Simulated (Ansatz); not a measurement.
# Molybdenum hexafluoride (MoF6): how energies converge with the basis set

How large a basis does molybdenum hexafluoride (MoF6) need? Two functionals are run in growing sets.

Computed with Ansatz 0.2.0, Gaussian basis. Level: one geometry, several basis sets.

Levels to be run: PBE0-D4/def2-SVP; ωB97M-V/def2-SVP; PBE0-D4/def2-QZVPP; ωB97M-V/def2-QZVPP; the functionals' def2-TZVPP values are taken from earlier runs.

### Step 1. The geometry

All runs share one geometry, relaxed beforehand with PBE0-D4 in a triple-zeta def2 set. Mo takes the def2 core potential; no spin-orbit term is included.

7 atoms, charge 0, spin multiplicity 1.

Atoms are counted from 1 here; the program's logs count them from 0.

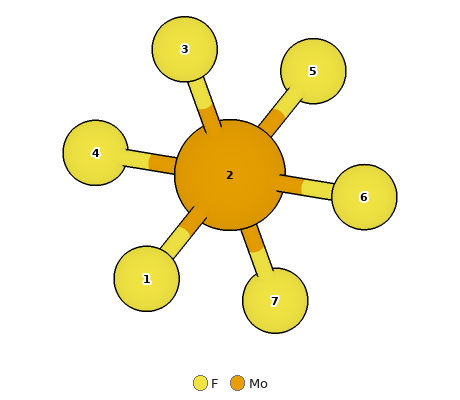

The structure; fluorine yellow, molybdenum amber; atoms are numbered from 1 in the order of the file.

### Step 2. PBE0-D4 in def2-SVP

in.yaml reads:

```yaml
crystal:
  periodic: [false, false, false]
  atoms:
    - {symbol: F, position_ang: [0.153300, -1.609864, 0.828110]}
    - {symbol: Mo, position_ang: [0.000017, 0.000001, -0.000006]}
    - {symbol: F, position_ang: [-1.369656, 0.440257, 1.109548]}
    - {symbol: F, position_ang: [-1.183884, -0.717816, -1.176468]}
    - {symbol: F, position_ang: [-0.153242, 1.609867, -0.828121]}
    - {symbol: F, position_ang: [1.183809, 0.717974, 1.176459]}
    - {symbol: F, position_ang: [1.369656, -0.440429, -1.109521]}
basis:
  gaussian: {orbitals: def2-SVP}
hamiltonian: {xc: pbe0, dispersion: d4}
output: {orbitals: {seedname: orbitals}}
```

Command:

```console
> ansatz run in.yaml --threads 2 --pin off --events-out ev --progress --plain --max-ram 32768MiB --backend cpu
```

After this run come: ωB97M-V in def2-SVP; PBE0-D4 in def2-QZVPP; ωB97M-V in def2-QZVPP.

**Question.** What will the summary of the whole plan be? Wanted: PBE0-D4: double and triple zeta above quadruple; ωB97M-V: double and triple zeta above quadruple.

As calculated:

| quantity | value |
| --- | --- |
| PBE0-D4: double and triple zeta above quadruple | 22.02, 0.98 eV |
| ωB97M-V: double and triple zeta above quadruple | 22.41, 0.94 eV |

What this shows: For PBE0-D4 the step from double to triple zeta gains 21.04 eV and the next only 0.98 eV. These are total energies; as a rule much of such shifts cancels in differences, which this series doesn't test.
